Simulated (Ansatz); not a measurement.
# C2H8OSSi: geometry optimisation

Aim: relax C2H8OSSi at this level.

Method: RKS r2SCAN-D4/def2-SVP; program: Ansatz 0.2.0.

### 1 The system as given

SMILES `CSCO[SiH3]`, 13 atoms, charge 0, spin multiplicity 1.

Atoms are counted from 1 here; the program's logs count them from 0.

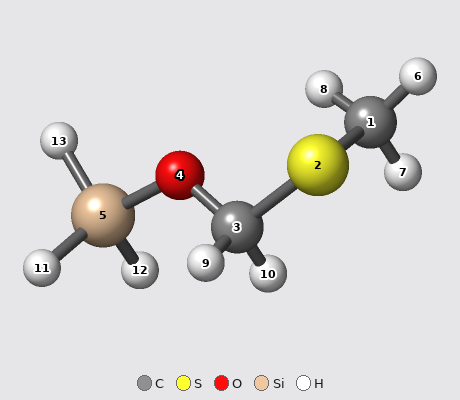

As it starts; carbon grey, sulfur yellow, oxygen red, silicon light orange, hydrogen white; atoms are numbered from 1 in the order of the file.

Geometry (Å):

```mol
C2H8OSSi
  3D, bonds by distance, orders not assigned

 13 12  0  0  0  0  0  0  0  0999 V2000
   -1.8355   -0.5651    1.4169 C   0  0
   -1.6997   -1.2800   -0.2519 S   0  0
    0.0184   -0.8257   -0.6129 C   0  0
    0.1808    0.5759   -0.6957 O   0  0
    1.6904    1.3059   -0.8846 Si  0  0
   -2.8917   -0.6696    1.7297 H   0  0
   -1.1901   -1.0969    2.1462 H   0  0
   -1.5721    0.5093    1.3890 H   0  0
    0.2488   -1.3311   -1.5798 H   0  0
    0.6846   -1.2589    0.1719 H   0  0
    2.3382    0.8898   -2.1826 H   0  0
    2.6163    0.9310    0.2480 H   0  0
    1.4318    2.7807   -0.8794 H   0  0
  1  2  8  0
  1  6  8  0
  1  7  8  0
  1  8  8  0
  2  3  8  0
  3  4  8  0
  3  9  8  0
  3 10  8  0
  4  5  8  0
  5 11  8  0
  5 12  8  0
  5 13  8  0
M  END
```

### 2 Relaxation

Input file input.yaml:

```yaml
crystal:
  periodic: [false, false, false]
  atoms:
    - { symbol: C, position_ang: [-1.835518, -0.565073, 1.416914] }
    - { symbol: S, position_ang: [-1.699701, -1.279987, -0.251873] }
    - { symbol: C, position_ang: [0.018429, -0.8257, -0.612863] }
    - { symbol: O, position_ang: [0.180839, 0.575869, -0.695684] }
    - { symbol: Si, position_ang: [1.690387, 1.30586, -0.884559] }
    - { symbol: H, position_ang: [-2.891657, -0.669642, 1.729655] }
    - { symbol: H, position_ang: [-1.190125, -1.096927, 2.146175] }
    - { symbol: H, position_ang: [-1.572121, 0.509335, 1.388985] }
    - { symbol: H, position_ang: [0.248847, -1.331123, -1.579785] }
    - { symbol: H, position_ang: [0.684631, -1.258937, 0.171856] }
    - { symbol: H, position_ang: [2.338212, 0.889804, -2.182643] }
    - { symbol: H, position_ang: [2.616254, 0.931048, 0.24804] }
    - { symbol: H, position_ang: [1.431822, 2.780673, -0.879419] }
basis:
  gaussian: { orbitals: def2-SVP }
hamiltonian:
  xc: r2scan
  dispersion: d4
output:
  forces: true
relax:
  f_tol: 0.003
  max_steps: 120
```

The run is started by

```bash
> ansatz run input.yaml --threads 1 --pin off --max-ram 2560MiB --backend cpu --events-out ev --progress --plain --runs-dir out
```

Before running it: what results should come out? Wanted: energy gained; root mean square move; dipole moment.

The runs gave:

| quantity | value |
| --- | --- |
| energy gained | 0.0153 eV |
| root mean square move | 0.050 Å |
| dipole moment | 1.64 D |

What this shows: Bond lengths: C1–S2 1.813 Å, C1–H6 1.099 Å, C1–H7 1.102 Å, C1–H8 1.099 Å, S2–C3 1.806 Å, C3–O4 1.408 Å, C3–H9 1.107 Å, C3–H10 1.109 Å, O4–Si5 1.672 Å, Si5–H11 1.496 Å, Si5–H12 1.497 Å, Si5–H13 1.485 Å. Angles: S2–C1–H6 107.1°, S2–C1–H7 111.5°, S2–C1–H8 110.0°, H6–C1–H7 108.9°, H6–C1–H8 109.1°, H7–C1–H8 110.1°, C1–S2–C3 98.6°, S2–C3–O4 111.7°, S2–C3–H9 105.1°, S2–C3–H10 109.1°, O4–C3–H9 111.7°, O4–C3–H10 110.7°, H9–C3–H10 108.3°, C3–O4–Si5 123.2°, O4–Si5–H11 111.1°, O4–Si5–H12 110.5°, O4–Si5–H13 106.2°, H11–Si5–H12 108.3° and more. No frequencies were computed here.
